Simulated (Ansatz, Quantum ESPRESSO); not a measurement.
# MoSi2N4, 1 layer: the energy at a withheld member of a series

Method. Quantum ESPRESSO 7.5, PBE, GBRV ultrasoft. Cell and atoms are first relaxed; each strained cell is then held and the atoms relax in it. A periodic run with 15 Å of vacuum in the starting cell gives the vacuum levels, and bands follow along a path. The series steps biaxial strain. Energies count from the lowest.

```tsv
biaxial strain	energy (eV)
-4 %	0.5551
-3 %	0.3073
-2 %	0.1351
-1 %	0.0340
0 %	0.0000
1 %	0.0291
2 %	0.1172
3 %	0.2605
```

One more run was made and is withheld. What is the energy at 4 %?

**Worked estimate.** The rows at 2 % and 3 % give a slope of (0.2605 − (0.1172))/(3 − (2)) = 0.1433, so a straight line gives 0.4038 eV. A parabola through these and the row at 1 % gives 0.4590 eV.

**Check.** 0.4552 eV. The line misses by −0.0514 and the parabola by +0.0038 eV. The parabola does better.

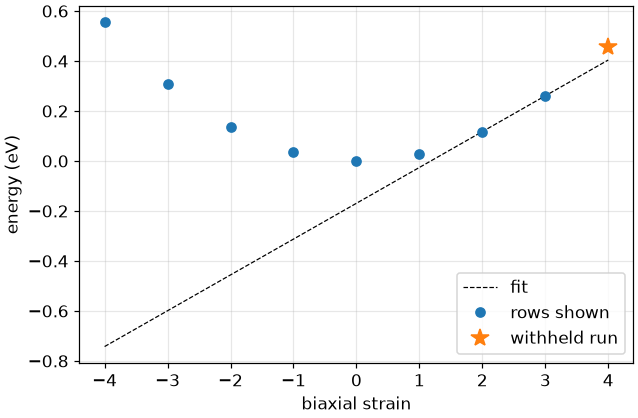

The rows shown, the fit and the withheld run.

**Limits.** Semilocal gaps are too small; the 1×1 cell can't ripple over many cells under compression as a free sheet would. No spin-orbit coupling.

[Logs are printed without paths, hosts, clocks, repeated set-up lines and the standing remarks that a program may print on its own settings, such as how far it seeks lower states.]
